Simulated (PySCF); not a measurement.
Vertical excitations of a molecule C3H4BrF from TDA-M06-2X/def2-SVPD in PySCF 2.14.0, as energy in eV (oscillator strength): 5.48 (0.000), 6.69 (0.001), 6.79 (0.004), 7.13 (0.472), 7.56 (0.005), 7.62 (0.001), 7.67 (0.001), 7.80 (0.013), 8.24 (0.018), 8.37 (0.019). Lowest triplet (TDA): 4.53 eV. Geometry: B3LYP-D3(BJ)/def2-SVP. Other conformers were not sampled.

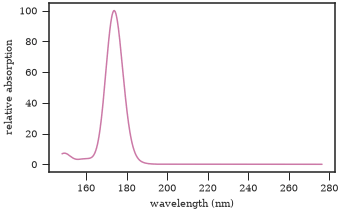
Fig. 1. The lines broadened by 0.4 eV.

Task: Which molecule gave these data?
A) F[C@@H]1C[C@H]1Br
B) C/C=C(\F)Br
C) C/C(F)=C\Br
D) FC1(Br)CC1

Result: B, C/C=C(\F)Br
